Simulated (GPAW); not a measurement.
## MgNi3C (Pm-3m): the Mg K absorption edge

How does the Mg K edge of MgNi3C (Pm-3m) move when the bonds are compressed or stretched?

Calculated with GPAW 26.7.0; X-ray absorption from dipole matrix elements to empty bands, plane-wave PAW LDA.

### Step 1. The structure

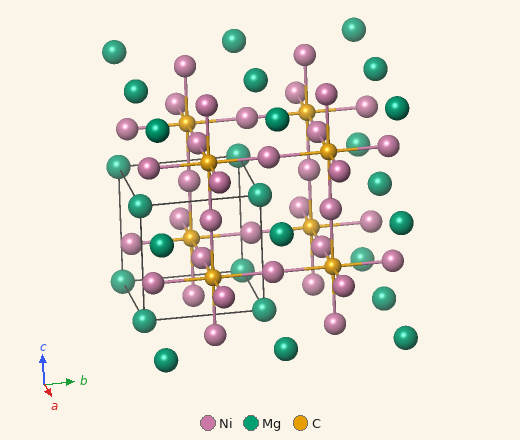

Start, viewed slightly off an axis; nickel pink, magnesium teal, carbon orange. 2×2×2 cells are drawn. Some periodic images of atoms are drawn too.

Coordinates:

```
Ni Mg C
1.0
     3.80890    0.00000    0.00000
     0.00000    3.80890    0.00000
     0.00000    0.00000    3.80890
Ni Mg C
3 1 1
Direct
  0.50000 0.50000 0.00000
  0.50000 0.00000 0.50000
  0.00000 0.50000 0.50000
  0.00000 0.00000 0.00000
  0.50000 0.50000 0.50000
```

### Step 2. Ground state of the crystal

A plain self-consistent run shows whether there is a gap and which moments survive; both decide the set-up of the core-hole run.

The input, scf.py:

```python
import numpy as np
from ase import Atoms
from ase.parallel import parprint, paropen
from gpaw import GPAW, PW, FermiDirac, Mixer, MixerDif, setup_paths
from gpaw.test import gen
setup_paths.insert(0, '.')
gen('Mg', name='nch1s', xcname='LDA', corehole=(1, 0, 0), write_xml=True)
from gpaw.mpi import world
world.barrier()

atoms = Atoms('Ni3MgC',
    cell=[[3.8089, 0, 0],
     [0, 3.8089, 0],
     [0, 0, 3.8089]],
    scaled_positions=[[0.5, 0.5, 0],
     [0.5, 0, 0.5],
     [0, 0.5, 0.5],
     [0, 0, 0],
     [0.5, 0.5, 0.5]],
    magmoms=[2.0, 2.0, 2.0, 0.0, 0.0],
    pbc=True)
atoms.calc = calc = GPAW(legacy_gpaw=True, mode=PW(430), xc='LDA', setups={3: 'nch1s'},
    kpts={'size': (7, 7, 7), 'gamma': True}, occupations=FermiDirac(0.05),
    charge=0, mixer=MixerDif(0.05, 8, 50), maxiter=150,
    convergence={'density': 0.0001}, txt='scf.txt')
energy = atoms.get_potential_energy() + calc.get_reference_energy()
ef = calc.get_fermi_level()
out = dict(energy=energy, fermi=ef, forces=atoms.get_forces().tolist(), magmoms=atoms.get_magnetic_moments().tolist())
parprint(f'all-electron energy {energy:.4f} eV, Fermi level {ef:.4f} eV')
ev = np.array([[calc.get_eigenvalues(k, s) for k in range(len(calc.get_ibz_k_points()))] for s in range(calc.get_number_of_spins())])
out['homo'], out['lumo'], out['counts'] = ev[ev < ef].max(), ev[ev > ef].min(), sorted(set((ev < ef).sum((0, 2)).tolist()))
out['filled'] = (ev[:, 0] < ef).sum(1).tolist()
import json
with paropen('out.json', 'w') as f:
    json.dump(out, f)
```

Run with:

```console
> OMP_NUM_THREADS=1 mpirun -n 2 gpaw python scf.py
```

Numbers of over 12 decimals in the logs are rounded to 6 here.

Output:

```text
Input parameters:
  convergence: {density: 0.0001}
  kpts: {gamma: True,
         size: (7, 7, 7)}
  maxiter: 150
  mixer: {backend: pulay,
          beta: 0.05,
          method: difference,
          nmaxold: 8,
          weight: 50}
  mode: {ecut: 430.0,
         name: pw}
  occupations: {fixmagmom: False,
                name: fermi-dirac,
                width: 0.05}
  setups: {3: nch1s}

Initialize ...

[... PAW data sets ...]

Reference energy: -130347.820164  # eV

Spin-polarized calculation.
Initial magnetic moment: 6.000000

[... convergence settings ...]
Symmetries present (total): 48
  [... symmetry matrices ...]

343 k-points: 7 x 7 x 7 Monkhorst-Pack grid
20 k-points in the irreducible part of the Brillouin zone
       k-points in crystal coordinates                weights
   0:     0.00000000    0.00000000    0.00000000          1/343
   1:     0.14285714    0.00000000    0.00000000          6/343
   2:     0.14285714    0.14285714    0.00000000         12/343
   3:     0.14285714    0.14285714    0.14285714          8/343
   4:     0.28571429    0.00000000    0.00000000          6/343
   5:     0.28571429    0.14285714    0.00000000         24/343
   6:     0.28571429    0.14285714    0.14285714         24/343
   7:     0.28571429    0.28571429    0.00000000         12/343
   8:     0.28571429    0.28571429    0.14285714         24/343
   9:     0.28571429    0.28571429    0.28571429          8/343
          ...
  19:     0.42857143    0.42857143    0.42857143          8/343

Wave functions: Plane wave expansion
  Cutoff energy: 430.000 eV
  Number of coefficients (min, max): 1094, 1141
  Pulay-stress correction: 0.000000 eV/Ang^3 (de/decut=0.000000)
  Using FFTW library
  Wavefunction extrapolation:
    Improved wavefunction reuse through dual PAW basis

Occupation numbers: Fermi-Dirac:
  width: 0.0500  # eV

Eigensolver
   Davidson(niter=2)

Densities:
  Coarse grid: 20*20*20 grid
  Fine grid: 40*40*40 grid
  Total Charge: 0.000000

Density mixing:
  Method: difference
  Backend: pulay
  Linear mixing parameter: 0.05
  old densities: 8
  Width of damping distribution: 1.1
  Damping of long wavelength oscillations: 50

[... Hamiltonian set-up ...]
Number of atoms: 5
Number of atomic orbitals: 48
Number of bands in calculation: 45
Number of valence electrons: 62
Bands to converge: occupied

... initialized

Initializing position-dependent things.

Density initialized from atomic densities
Creating initial wave functions:
  45 bands from LCAO basis set

Positions:
   0 Ni     1.904450    1.904450    0.000000    ( 0.0000,  0.0000,  2.0000)
   1 Ni     1.904450    0.000000    1.904450    ( 0.0000,  0.0000,  2.0000)
   2 Ni     0.000000    1.904450    1.904450    ( 0.0000,  0.0000,  2.0000)
   3 Mg     0.000000    0.000000    0.000000    ( 0.0000,  0.0000,  0.0000)
   4 C      1.904450    1.904450    1.904450    ( 0.0000,  0.0000,  0.0000)

Unit cell:
           periodic     x           y           z      points  spacing
  1. axis:    yes    3.808900    0.000000    0.000000    20     0.1904
  2. axis:    yes    0.000000    3.808900    0.000000    20     0.1904
  3. axis:    yes    0.000000    0.000000    3.808900    20     0.1904

  Lengths:   3.808900   3.808900   3.808900
  Angles:   90.000000  90.000000  90.000000

Effective grid spacing dv^(1/3) = 0.1904

iter:   1   -37.673550                   +6.0066
iter:   2   -38.432499   -0.53  -1.40    +3.2108
iter:   3   -37.959061   -1.05  -1.47    +1.3906
iter:   4   -37.949379   -2.34  -1.87    +0.9892
iter:   5   -37.991258   -2.86  -1.95    +0.3149
iter:   6   -38.063595   -2.73  -2.07    -0.0574
iter:   7   -38.011781   -2.79  -2.13    -0.0709
iter:   8   -38.012576   -4.32  -2.65    -0.0625
iter:   9   -38.008210c  -4.24  -2.71    -0.0508
iter:  10   -38.007720c  -5.47  -3.47    -0.0480
iter:  11   -38.007754c  -6.06  -3.78    -0.0319
iter:  12   -38.007778c  -6.21  -4.26c   +0.0022
iter:  13   -38.007745c  -6.94  -4.52c   +0.0064
iter:  14   -38.007763c  -7.60c -4.58c   +0.0049

Converged after 14 iterations.

Dipole moment: (-0.000000, -0.000000, -0.000000) |e|*Ang

Total magnetic moment: (0.000000, 0.000000, 0.004892)
Local magnetic moments:
   0 Ni ( 0.000000,  0.000000,  0.001632)
   1 Ni ( 0.000000,  0.000000,  0.001632)
   2 Ni ( 0.000000,  0.000000,  0.001632)
   3 Mg ( 0.000000,  0.000000, -0.000036)
   4 C  ( 0.000000,  0.000000,  0.000137)

Energy contributions relative to reference atoms: (reference = -130347.820164)

Kinetic:        +23.106839
Potential:      -15.210891
External:        +0.000000
XC:             -45.964828
Entropy (-ST):   -0.037388
Local:           +0.079811
SIC:             +0.000000
--------------------------
Free energy:    -38.026457
Extrapolated:   -38.007763

Spin contamination: 0.000267 electrons
Showing only first 2 kpts
                      Up                     Down
 Kpt  Band  Eigenvalues  Occupancy  Eigenvalues  Occupancy
  0    29      6.72496    1.00000      6.72705    1.00000
  0    30      6.72496    1.00000      6.72705    1.00000
  0    31      7.00871    0.99990      7.01035    0.99990
  0    32     10.87172    0.00000     10.87281    0.00000

  1    29      6.85942    0.99999      6.86139    0.99999
  1    30      6.85942    0.99999      6.86139    0.99999
  1    31      6.93724    0.99998      6.93886    0.99998
  1    32     11.00057    0.00000     11.00161    0.00000

Fermi level: 7.46899

No gap
No difference between direct/indirect transitions

Forces in eV/Ang:
  0 Ni    0.00000    0.00000   -0.00000
  1 Ni    0.00000   -0.00000    0.00000
  2 Ni   -0.00000    0.00000    0.00000
  3 Mg   -0.00000    0.00000   -0.00000
  4 C     0.00000    0.00000    0.00000
Scalar-relativistic atomic LDA calculation for Mg (Magnesium, Z=12)
Core hole in 1s state (1s occupation: 2.0)
450 radial gridpoints.
|------------------------------------------------|
|------------------------------------------------|
[... the atom generator's iteration count ...]

Energy contributions:
-------------------------
Kinetic:     +199.421891
XC:           -15.478236
Potential:   -383.390681
-------------------------
Total:       -199.447026

state      eigenvalue         ekin         rmax
-----------------------------------------------
1s^2.0 :   -46.058148    66.987568        0.085
2s^2.0 :    -2.913890     8.631240        0.548
2p^6.0 :    -1.717103     7.802539        0.477
3s^2.0 :    -0.175717     0.684522        2.514
3p^0.0 :    -0.050476     0.349037        3.500
-----------------------------------------------
(units: Bohr and Hartree)

Generating PAW setup
Kinetic energy of the core from tauc = 134.219440
Cutoffs:
rc(s)=2.060
rc(p)=2.050
rc(d)=1.960
rc(vbar)=2.000
rc(comp)=1.950
rc(nct)=2.060

Kinetic energy of the core states: 133.975135
Charge: 0.0
Core electrons: 2.0
Valence electrons: 10.0
Pseudo-core charge: 0.000000
Shape function alpha=2.630
Pseudo-electron charge 2.915379
state    eigenvalue         norm
--------------------------------
2s(2) :    -2.913890     0.147237
3s(2) :    -0.175717     1.006311
2p(6) :    -1.717103     0.101380
3p(0) :    -0.050476     0.993759
*d    :     0.000000
--------------------------------

Diagonalizing with gridspacing h=0.050

state   all-electron     PAW
-------------------------------
2s:      -2.913890    -2.914469
2p:      -1.717103    -1.717995
*d:                    0.032132
*f:                    0.068122
-------------------------------
all-electron energy -130385.8279 eV, Fermi level 7.4690 eV
```

Run time: 24 s. Hardware: 2 MPI ranks of Arm Neoverse V1, shared host; peak memory 0.25 GiB.

The mesh shows no gap, so the system is treated as a metal and the core electron is put at the Fermi level (neutral cell).

### Step 3. Supercell without a hole, the energy reference

The photon energy needs a difference of total energies, so the cell and mesh of the coming hole run are first run without a hole.

scf.py: that of step 2 with these lines changed.

```diff
@@ -10,15 +10,20 @@
 
-atoms = Atoms('Ni3MgC',
-    cell=[[3.8089, 0, 0],
-     [0, 3.8089, 0],
-     [0, 0, 3.8089]],
-    scaled_positions=[[0.5, 0.5, 0],
+atoms = Atoms('Ni6Mg2C2',
+    cell=[[3.8089, 0, 3.8089],
+     [0, 3.8089, 3.8089],
+     [-3.8089, 0, 3.8089]],
+    scaled_positions=[[0, 0.5, 0.5],
+     [0.5, 0.5, 0],
+     [0.5, 0, 0],
+     [0, 0, 0.5],
+     [0, 0.5, 0],
+     [0.5, 0.5, 0.5],
+     [0, 0, 0],
      [0.5, 0, 0.5],
-     [0, 0.5, 0.5],
-     [0, 0, 0],
-     [0.5, 0.5, 0.5]],
-    magmoms=[2.0, 2.0, 2.0, 0.0, 0.0],
+     [0.25, 0.5, 0.75],
+     [0.75, 0.5, 0.25]],
+    magmoms=[2.0, 2.0, 2.0, 2.0, 2.0, 2.0, 0.0, 0.0, 0.0, 0.0],
     pbc=True)
-atoms.calc = calc = GPAW(legacy_gpaw=True, mode=PW(430), xc='LDA', setups={3: 'nch1s'},
-    kpts={'size': (7, 7, 7), 'gamma': True}, occupations=FermiDirac(0.05),
+atoms.calc = calc = GPAW(legacy_gpaw=True, mode=PW(430), xc='LDA', setups={6: 'nch1s'},
+    kpts={'size': (6, 6, 6), 'gamma': True}, occupations=FermiDirac(0.1),
     charge=0, mixer=MixerDif(0.05, 8, 50), maxiter=150,
```

Output:

```text
Input parameters:
  convergence: {density: 0.0001}
  kpts: {gamma: True,
         size: (6, 6, 6)}
  maxiter: 150
  mixer: {backend: pulay,
          beta: 0.05,
          method: difference,
          nmaxold: 8,
          weight: 50}
  mode: {ecut: 430.0,
         name: pw}
  occupations: {fixmagmom: False,
                name: fermi-dirac,
                width: 0.1}
  setups: {6: nch1s}

Initialize ...

[...]
2s(2) :    -2.913890     0.147237
3s(2) :    -0.175717     1.006311
2p(6) :    -1.717103     0.101380
3p(0) :    -0.050476     0.993759
*d    :     0.000000
--------------------------------

Diagonalizing with gridspacing h=0.050

state   all-electron     PAW
-------------------------------
2s:      -2.913890    -2.914469
2p:      -1.717103    -1.717995
*d:                    0.032132
*f:                    0.068122
-------------------------------
all-electron energy -260771.6832 eV, Fermi level 7.4974 eV
[key lines of the parts left out:]
Converged after 13 iterations.
Dipole moment: (0.000000, -0.000000, -0.000000) |e|*Ang
Free energy:    -76.167036
Fermi level: 7.49739
```

Elapsed: 2 min, on 2 MPI ranks; peak memory 0.43 GiB; 3.9 min of CPU time.

Reference energy: -260771.683 eV with the cores included.

[end of part 1 of 3]

[Banner, clock and machine lines of the logs are left out without a mark of their own.]

[Logs are printed without paths, hosts, clocks, repeated set-up lines and the standing remarks that a program may print on its own settings, such as how far it seeks lower states.]

[Hosts, paths, dates, database ids (printed as entryN), source tags and the programs' standing remarks are cut or masked in the printed files.]

[Lists of maxima count a maximum above −3 eV only where it reaches 4 % of the highest in the window and stands out from its surroundings by 2 % of it (1.5 % where it reaches 55 %); shoulders and weaker maxima are passed over, and of the rest the first, up to two pre-edge ones and the few strongest are named.]
